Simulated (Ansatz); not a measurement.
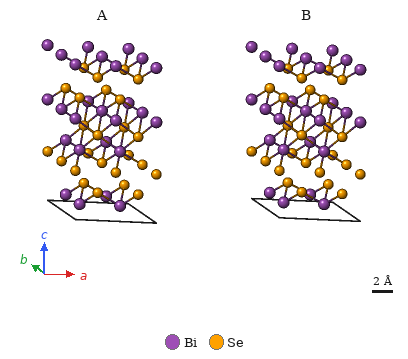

Two geometries of a slab of composition Bi₄Se₅ (cut from the R-3m phase), drawn at one scale. One is the start of a relaxation, the other its converged end. Style: ball-and-stick. Shown: the 2 × 2 repeat of the cell, outlined in the plane, without the vacuum, slightly off an axis.

These are results of DFT PBE+D3(BJ), scalar-relativistic, plane waves, PAW in Ansatz 0.2.0, not measurements. (plane-wave cutoff 420 eV; k-point mesh 9 × 9 × 1; occupations gaussian; smearing width 0.05 eV; no spin polarisation; dipole correction; atoms relaxed in a fixed cell; force threshold 0.02 eV/Å; at most 60 steps)

Which geometry has the lower energy?

Structure B is the relaxed one. The slab is the (0 0 1) face of Bi2Se3. After 3 geometry steps the energy has fallen by 68.2 meV per cell of the calculation. The largest force component goes from 0.52 to 0.0094 eV/Å. The largest moves, 0.18 Å, are those of Bi atoms. By element the largest moves are Bi 0.18 Å, Se 0.07 Å. The cell doesn't change. Near-neighbour distances that change, for instance: Bi–Se 2.863 → 2.802 Å, Bi–Se 3.069 → 3.062 Å, Bi–Se 2.863 → 2.867 Å. Bond angles that change, for instance: Bi–Se–Bi 92.7° → 95.3°, Se–Bi–Se 92.7° → 95.3°. The run took 86 s on 4 threads of Arm Neoverse V1, with other jobs on the host, peak memory 1.3 GiB.
